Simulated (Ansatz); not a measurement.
Species, as SMILES: [B]=N (B-NH), doublet.
Atoms: B1, N2, H3. Bonds: B1-N2, N2-H3.

Basis-set convergence of the optimised B1-N2 bond length at PBE with Ansatz (a program for electronic structure). Cartesian d functions, on some or all atoms, in 6-31G*; all else is spherical. Core-valence sets carry the plain set on hydrogen. Open shells are unrestricted. No added dispersion term, no relativity. Reference: the value in aug-pcseg-3, 1.2432 Å, itself unsure by roughly 0.0001 Å (its mean distance from aug-cc-pVQZ, def2-QZVPPD, pcseg-3). Deviations are taken from unrounded values.

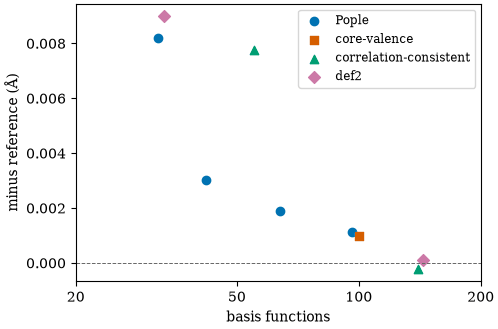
Figure: Deviation from the reference against the number of basis functions, by family of sets.

```tsv
basis	functions	optimised B1-N2 bond length (Å)	minus reference (Å)
6-31G*	32	1.2513	0.0082
def2-SVP	33	1.2521	0.0090
6-311G**	42	1.2462	0.0030
aug-cc-pVDZ	55	1.2509	0.0078
6-311++G(2d,2p)	64	1.2450	0.0019
6-311++G(3df,3pd)	96	1.2443	0.0011
cc-pCVTZ	100	1.2441	0.0010
cc-pVQZ	140	1.2429	-0.0002
def2-QZVPP	144	1.2433	0.0001
```
